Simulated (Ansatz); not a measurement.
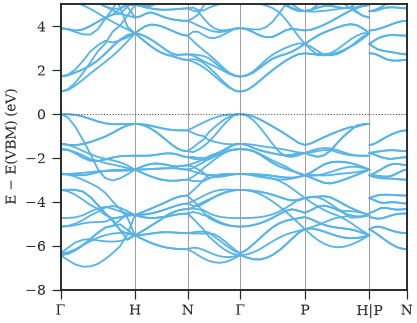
Figure. Band structure from DFT-PBEsol in the program Ansatz with PAW potentials

Task: Read off the gap and where the band edges lie.

Result: About 1.0 eV (1.02 eV by a search for the band edges); maximum at Γ, minimum at Γ.

The material is Hf3N4 in space group I-43d (No. 220; Hf on 12a, N on 16c).

The PBEsol relaxation kept the symmetry of its start. The run is not spin-polarised. Scalar-relativistic: spin–orbit coupling is off unless named, which matters more the heavier the elements.

Potentials: the later of the program's two PAW sets.
